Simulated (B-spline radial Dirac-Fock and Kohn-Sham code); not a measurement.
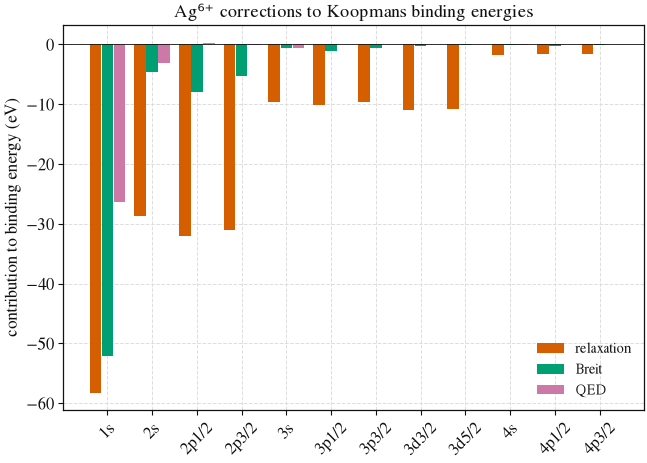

Bars give the relaxation, Breit and QED contributions (eV) to the binding energies of the deepest subshells, counted from the Koopmans value. Species: Ag⁶⁺ in the configuration [Kr] 4d5. Computed with a radial B-spline solver: Dirac–Fock ΔSCF (average of configuration, Fermi nucleus, Breit and QED terms, no correlation). Open shells are averaged over j.

Q: Which correction is largest for 1s?

A: Relaxation, −58.3 eV.

Q: How does the QED term of 2p1/2 compare with that of 1s?

A: 0.27 eV against −26.3 eV; the QED terms are weighted to the region near the nucleus, where s electrons have the most density. Its sign is opposite here.
